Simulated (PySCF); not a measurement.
System: C6H13ClSi2 (charge +1, doublet).

Input

```
{"job": {"kind": "sp", "xc": "PBE0", "basis": "ma-def2-SVP", "d3": "d3bj", "grid": 2}, "charge": 1, "multiplicity": 2}
C      4.337693     0.245494     0.282539
Si     3.003764    -1.019211    -0.215562
C      1.387818    -0.084853    -0.400583
C      0.369089     0.563236    -0.525867
Si    -1.163996     1.561582    -0.728567
Cl    -1.255690     3.211141     0.379135
C     -2.534946     0.250877     0.105607
C     -2.608110    -0.975664    -0.750082
C     -2.153509     0.001703     1.532028
H      4.086106     0.722175     1.225746
H      5.298867    -0.246604     0.395931
H      4.437428     1.015716    -0.476959
H      2.738544    -1.953786     0.884534
H      3.262351    -1.619801    -1.522347
H     -1.623040     1.699296    -2.104296
H     -3.440992     0.853286     0.028221
H     -2.824853    -0.745181    -1.789675
H     -3.426241    -1.604315    -0.387022
H     -1.695631    -1.564241    -0.691328
H     -1.246722    -0.593513     1.610482
H     -2.958016    -0.562005     2.013352
H     -2.031555     0.922210     2.096590
```

Launched as:

```sh
OMP_NUM_THREADS=1 python redox_run.py task.json out
```

Geometry: GFN2-xTB.

The calculation used DFT single point, gas phase, functional PBE0 (PySCF).

### What will maps of the electron density, electron localisation function and spin density show?

C–C (1.21 Å): ρ at the midpoint is about 2.7 e/Å³; the ELF peaks at about 0.85 between the atoms: a short, multiple covalent bond.
C–Si (1.84 Å): ρ at the midpoint is about 0.96 e/Å³; the ELF peaks at about 0.95 between the atoms; a shared electron pair.
C–H (1.09 Å): ρ at the midpoint is about 2 e/Å³; the ELF climbs to about 1 towards the hydrogen, as it does in any bond to H: an ordinary covalent bond to hydrogen.
C–Si (1.88 Å): ρ at the midpoint is about 0.88 e/Å³; the ELF peaks at about 1 between the atoms; a shared electron pair.
The unpaired spin (1 electron) lies mostly on C7 (about 0.3), Si5 (about 0.1) and C3 (about 0.1), in electrons by Hirshfeld's partition.

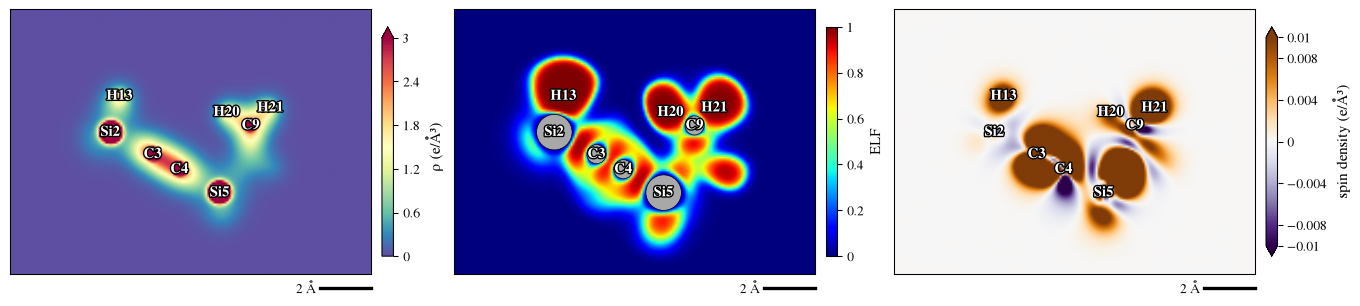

Computed electron density, electron localisation function and spin density on the plane of atoms C3, Si2 and H13, in this order. Grey discs cover the atomic cores in the ELF map. 
